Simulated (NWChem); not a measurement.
# C2H5P (SMILES C1CP1) at 5 levels

Wanted: a comparison of 5 runs (HF/def2-SVP, PBE0/def2-SVP, M06-2X/6-311G**, TPSSh/6-311+G**, MP2/6-31+G*) of C2H5P. 

The results are computed with NWChem 7.3.0.

**1. The molecule**

C2H5P has 8 atoms, charge 0, and is taken as a singlet. SMILES: `C1CP1`. The shape is that of a GFN2-xTB optimisation.

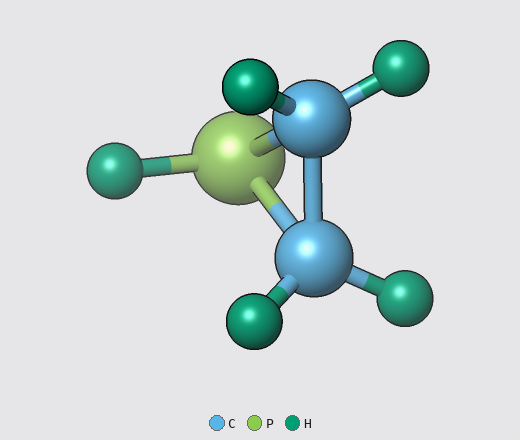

The structure, seen from a chosen angle (carbon blue, phosphorus green, hydrogen teal).

**2. Energy and gradient at HF/def2-SVP (run 1)**

File run.nw:

```
start run
memory stack 880 mb heap 220 mb global 1100 mb
geometry noautosym nocenter noautoz
C       -0.657460       0.295370      -0.389100
C        0.720380       0.332170       0.202310
P       -0.438770      -0.811250       1.072100
H       -0.791620      -0.163880      -1.358250
H       -1.283760       1.164280      -0.234690
H        1.000100       1.225100       0.745900
H        1.535470      -0.101740      -0.359340
H       -0.084330      -1.940050       0.321080
end
basis spherical bse
* library def2-SVP
end
scf
singlet
rhf
thresh 1e-08
maxiter 80
print low
end
task scf gradient
```

Command:

```sh
$ nwchem run.nw > run.out
```

Output:

```text
[...]
  functions       =    71
[...]
  wavefunction    = RHF
[...]
         Total SCF energy =   -419.183124329892
      One-electron energy =   -784.481672157857
      Two-electron energy =    260.597965858930
 Nuclear repulsion energy =    104.700581969035
        Time for solution =      8.0s
[...]
                         RHF ENERGY GRADIENTS
    atom               coordinates                        gradient
                 x          y          z           x          y          z
   1 C      -1.242419   0.558168  -0.735292   -0.005040  -0.002284  -0.002106
   2 C       1.361321   0.627710   0.382310    0.005133  -0.002127   0.002129
   3 P      -0.829155  -1.533040   2.025975    0.000791  -0.000865  -0.001944
   4 H      -1.495945  -0.309688  -2.566720   -0.000499   0.000685   0.001592
   5 H      -2.425955   2.200170  -0.443500    0.001080  -0.001277  -0.000271
   6 H       1.889915   2.315103   1.409547   -0.000502  -0.001363  -0.000897
   7 H       2.901618  -0.192261  -0.679054   -0.000853   0.000695   0.001440
   8 H      -0.159361  -3.666163   0.606753   -0.000110   0.006535   0.000056
 Task  times  cpu:        9.8s     wall:        9.8s
 Total times  cpu:        9.8s     wall:        9.8s
```

Wall time 11 s (1 thread of Intel Xeon Platinum 8259CL at 2.50GHz (Skylake/Cascade Lake), shared host); peak memory 0.1 GiB.

**3. Energy and gradient at PBE0/def2-SVP (run 2)**

File m1.nw:

```
start m1
memory 2200 mb

geometry units angstrom noautosym nocenter noautoz
 C    -0.657460    0.295370   -0.389100
 C     0.720380    0.332170    0.202310
 P    -0.438770   -0.811250    1.072100
 H    -0.791620   -0.163880   -1.358250
 H    -1.283760    1.164280   -0.234690
 H     1.000100    1.225100    0.745900
 H     1.535470   -0.101740   -0.359340
 H    -0.084330   -1.940050    0.321080
end

basis spherical bse
 * library def2-SVP
end

dft
 xc pbe0
 grid xfine
 convergence energy 1e-08
 iterations 100
 mulliken
end

task dft gradient
```

Command:

```sh
$ nwchem m1.nw > m1.out
```

Output:

```text
[...]
          Wavefunction type:  closed shell.
          No. of atoms     :     8
          No. of electrons :    32
[...]
          Charge           :     0
          Spin multiplicity:     1
[...]
          AO basis - number of functions:    71
[...]
              XC Information
              --------------
                         PBE0 Method XC Functional
                     Hartree-Fock (Exact) Exchange  0.250
          PerdewBurkeErnzerhof Exchange Functional  0.750
            Perdew 1991 LDA Correlation Functional  1.000 local
           PerdewBurkeErnz. Correlation Functional  1.000 non-local
[...]
 d= 0,ls=0.0,diis     1   -420.1289373039 -5.25D+02  5.72D-03  1.65D-01     3.8
[...]
 d= 0,ls=0.0,diis     8   -420.1494723400  1.53D-09  2.80D-06  4.51D-08    26.8
         Total DFT energy =     -420.149472340019
      One electron energy =     -784.938996213529
           Coulomb energy =      295.816557272434
    Exchange-Corr. energy =      -35.727615367958
 Nuclear repulsion energy =      104.700581969035
[...]
      Total Density - Mulliken Population Analysis
     ---------------------------------------------
    Atom       Charge   Shell Charges
 -----------   ------   -------------------------------------------------------
    1 C    6     6.21   1.99  0.89  0.28  2.10  0.92  0.03
    2 C    6     6.21   1.99  0.89  0.28  2.10  0.92  0.03
    3 P   15    14.93   2.00  1.99  1.21  0.63  5.92  1.49  1.55  0.14
    4 H    1     0.91   0.73  0.15  0.02
    5 H    1     0.91   0.73  0.15  0.02
    6 H    1     0.91   0.73  0.15  0.02
    7 H    1     0.91   0.73  0.15  0.02
    8 H    1     1.01   0.74  0.25  0.02
[...]
  wavefunction    = closed shell
                         DFT ENERGY GRADIENTS
    atom               coordinates                        gradient
                 x          y          z           x          y          z
   1 C      -1.242419   0.558168  -0.735292   -0.010429  -0.000344  -0.003847
   2 C       1.361321   0.627710   0.382310    0.010004   0.000101   0.004818
   3 P      -0.829155  -1.533040   2.025975    0.005447  -0.004643  -0.012491
   4 H      -1.495945  -0.309688  -2.566720    0.000688   0.003947   0.008132
   5 H      -2.425955   2.200170  -0.443500    0.005795  -0.006546  -0.002054
   6 H       1.889915   2.315103   1.409547   -0.002214  -0.006797  -0.005450
   7 H       2.901618  -0.192261  -0.679054   -0.006555   0.003770   0.005026
   8 H      -0.159361  -3.666163   0.606753   -0.002736   0.010512   0.005867
[...]
```

It took 34 s on 1 thread of Intel Xeon Platinum 8259CL at 2.50GHz (Skylake/Cascade Lake), shared host; peak memory 0.14 GiB.

**4. Energy and forces at M06-2X/6-311G(d,p) (run 3)**

File test.nw:

```
start test
title "C2H5P gradient"
memory 2200 mb

geometry units angstrom noautosym nocenter noautoz
 C     -0.657460     0.295370    -0.389100
 C      0.720380     0.332170     0.202310
 P     -0.438770    -0.811250     1.072100
 H     -0.791620    -0.163880    -1.358250
 H     -1.283760     1.164280    -0.234690
 H      1.000100     1.225100     0.745900
 H      1.535470    -0.101740    -0.359340
 H     -0.084330    -1.940050     0.321080
end

basis spherical bse
 * library 6-311G**
end

dft
 xc m06-2x
 grid fine
 convergence energy 1e-08
 maxiter 100
 mulliken
end

task dft gradient
```

Command:

```sh
$ nwchem test.nw > test.out
```

Output:

```text
[...]
          Wavefunction type:  closed shell.
          No. of atoms     :     8
          No. of electrons :    32
[...]
          Charge           :     0
          Spin multiplicity:     1
[...]
          AO basis - number of functions:    92
[...]
              XC Information
              --------------
                       M06-2X Method XC Functional
                     Hartree-Fock (Exact) Exchange  0.540
                        M06-2X Exchange Functional  1.000
                      M06-2X Correlation Potential  1.000
[...]
 d= 0,ls=0.0,diis     1   -420.4826852177 -5.25D+02  3.07D-03  5.61D-01     3.4
[...]
 d= 0,ls=0.0,diis     8   -420.5071995447 -1.95D-09  1.54D-06  4.71D-08    22.6
         Total DFT energy =     -420.507199544743
      One electron energy =     -785.296319537114
           Coulomb energy =      296.026317575014
    Exchange-Corr. energy =      -35.937779551678
 Nuclear repulsion energy =      104.700581969035
[...]
      Total Density - Mulliken Population Analysis
     ---------------------------------------------
    Atom       Charge   Shell Charges
 -----------   ------   -------------------------------------------------------
    1 C    6     6.48   1.11  0.89  0.63  0.73  1.54  0.57  0.97  0.05
    2 C    6     6.48   1.11  0.89  0.63  0.73  1.54  0.57  0.97  0.05
    3 P   15    14.75   0.79  1.18  0.90  1.08  0.93  0.95  2.04  3.84  0.67  1.85  0.41  0.11
    4 H    1     0.82   0.28  0.44  0.08  0.02
    5 H    1     0.82   0.28  0.44  0.08  0.02
    6 H    1     0.82   0.28  0.44  0.08  0.02
    7 H    1     0.82   0.28  0.44  0.08  0.02
    8 H    1     1.01   0.25  0.58  0.16  0.02
[...]
  wavefunction    = closed shell
                         DFT ENERGY GRADIENTS
    atom               coordinates                        gradient
                 x          y          z           x          y          z
   1 C      -1.242419   0.558168  -0.735292   -0.003306  -0.003185   0.002922
   2 C       1.361321   0.627710   0.382310    0.000327  -0.003188   0.004374
   3 P      -0.829155  -1.533040   2.025975    0.004099  -0.000947  -0.009595
   4 H      -1.495945  -0.309688  -2.566720   -0.001068   0.001018   0.000543
   5 H      -2.425955   2.200170  -0.443500    0.000655  -0.000073  -0.001486
   6 H       1.889915   2.315103   1.409547    0.000617  -0.000111  -0.001457
   7 H       2.901618  -0.192261  -0.679054    0.000284   0.001070   0.001125
   8 H      -0.159361  -3.666163   0.606753   -0.001608   0.005417   0.003575
[...]
```

Wall time 32 s (1 thread of Intel Xeon Platinum 8259CL at 2.50GHz (Skylake/Cascade Lake), shared host); peak memory 0.12 GiB.

Run 4 isn't shown in full; the table further down has it.

**5. Energy and forces at MP2/6-31+G(d) (spherical functions) (run 5)**

File c2h5p.xyz:

```xyz
8
C2H5P mp2
C     -0.657460     0.295370    -0.389100
C      0.720380     0.332170     0.202310
P     -0.438770    -0.811250     1.072100
H     -0.791620    -0.163880    -1.358250
H     -1.283760     1.164280    -0.234690
H      1.000100     1.225100     0.745900
H      1.535470    -0.101740    -0.359340
H     -0.084330    -1.940050     0.321080
```

File run.py:

```python
from ase.io import read
from ase.calculators.nwchem import NWChem

atoms = read('c2h5p.xyz')

calc = NWChem(
    label='c2h5p',
    theory='mp2',
    memory='2200 mb',
    basis='6-31+G*',
    basispar='spherical bse',
    scf={'nopen': '0', 'rhf': None, 'thresh': '1e-08', 'maxiter': '80'},
    mp2={'freeze': 'core 7', 'tight': None},
)
atoms.calc = calc

forces = atoms.get_forces()
e = atoms.get_potential_energy()
print(f"E = {e:.6f} eV")
print("forces (eV/A):")
for s, f in zip(atoms.symbols, forces):
    print(f"{s:2s} {f[0]:10.5f} {f[1]:10.5f} {f[2]:10.5f}")
```

Command:

```sh
$ export ASE_NWCHEM_COMMAND="nwchem PREFIX.nwi > PREFIX.nwo"
$ python run.py
```

Output:

```text
E = -11420.501211 eV
forces (eV/A):
C     0.17283    0.17648   -0.11143
C    -0.04736    0.17581   -0.20019
P    -0.26128   -0.11524    0.62169
H     0.03018   -0.09487   -0.17771
H    -0.10593    0.12856    0.06191
H     0.02283    0.13411    0.11472
H     0.11282   -0.09343   -0.14234
H     0.07595   -0.31136   -0.16661
```

The calculator wrote c2h5p.nwi:

```
title "c2h5p"

permanent_dir c2h5p

scratch_dir c2h5p

start c2h5p

geometry units angstrom nocenter noautosym noautoz
  C  -6.5746000000000004e-01 2.9537000000000002e-01 -3.8910000000000000e-01
  C  7.2038000000000002e-01 3.3217000000000002e-01 2.0230999999999999e-01
  P  -4.3876999999999999e-01 -8.1125000000000003e-01 1.0721000000000001e+00
  H  -7.9161999999999999e-01 -1.6388000000000000e-01 -1.3582500000000000e+00
  H  -1.2837600000000000e+00 1.1642800000000000e+00 -2.3469000000000001e-01
  H  1.0001000000000000e+00 1.2251000000000001e+00 7.4590000000000001e-01
  H  1.5354699999999999e+00 -1.0174000000000000e-01 -3.5933999999999999e-01
  H  -8.4330000000000002e-02 -1.9400500000000001e+00 3.2107999999999998e-01
end

memory 2200 mb

basis spherical bse noprint
   * library 6-31+G*
end

scf
  nopen 0
  rhf
  thresh 1e-08
  maxiter 80
end
mp2
  freeze core 7
  tight
end

task mp2 gradient
```

c2h5p.nwo, cut to the lines that bear on the results:

```text
[...]
         Total SCF energy =   -419.328359353302
[...]
                         mp2 ENERGY GRADIENTS
    atom               coordinates                        gradient
                 x          y          z           x          y          z
   1 C      -1.242419   0.558168  -0.735292   -0.003361  -0.003432   0.002167
   2 C       1.361321   0.627710   0.382310    0.000921  -0.003419   0.003893
   3 P      -0.829155  -1.533040   2.025975    0.005081   0.002241  -0.012090
[... 4 lines of this table left out ...]
   8 H      -0.159361  -3.666163   0.606753   -0.001477   0.006055   0.003240
[...]
```

It took 34 s on 1 thread of Intel Xeon Platinum 8259CL at 2.50GHz (Skylake/Cascade Lake), shared host; peak memory 0.16 GiB.

**6. Overview of the runs**

```
run                              level  iteration cap  module  energy (Eh)  largest force (eV/Å)  wall time
  1                        HF/def2-SVP             80     scf  -419.183124                 0.336       11 s
  2                      PBE0/def2-SVP            100     dft  -420.149472                 0.740       34 s
  3                    M06-2X/6-311G**            100     dft  -420.507200                 0.539       32 s
  4                    TPSSh/6-311+G**            100     dft  -420.597717                 0.792       42 s
  5  MP2/6-31+G* (spherical functions)             80     mp2  -419.695682                 0.684       34 s
```

**7. Summary of results**

```
                                                      quantity          value
                                           run 5: total energy  -419.69568 Eh
run 5: dipole moment (of the density that the program reports)         1.38 D
                    run 5: HOMO energy (Hartree–Fock orbitals)      -10.05 eV
                    run 5: LUMO energy (Hartree–Fock orbitals)        1.78 eV
                  run 5: HOMO–LUMO gap (Hartree–Fock orbitals)       11.83 eV
            run 5: correlation energy (7 core orbitals frozen)     -367.3 mEh
                               run 5: largest force on an atom     0.684 eV/Å
```

In words: Over runs 2, 3, 4, 5 the dipole moment (its size) runs from 1.24 D (M06-2X/6-311G**) to 1.38 D (MP2/6-31+G*). The two ends differ in method and basis. Totals of different functionals can't be ranked against each other. All runs together took 2.5 min, the longest 42 s.
